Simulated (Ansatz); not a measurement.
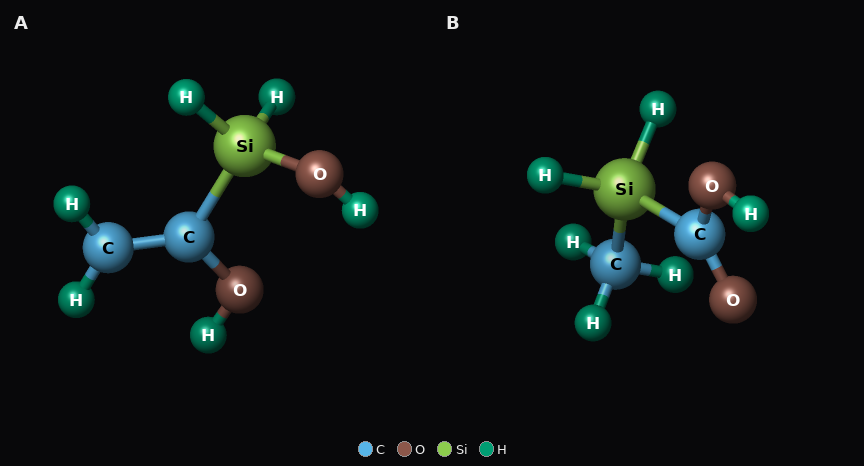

2 stationary structures of one formula. Geometries: PBE0-D4/def2-TZVP. Electronic energies: revPBE-D4/def2-TZVPP (Ansatz 0.2.0), without zero-point energy. Each is one conformer, not always the lowest.

> Are they conformers, stereoisomers or constitutional isomers?

They are constitutional isomers of C2H6O2Si: A `C=C(O)[SiH2]O`, B `C[SiH2]C(=O)O`.

> Which structure is the most stable?

B is lowest (a minimum); A lies 11.9 kJ/mol above it (a minimum).
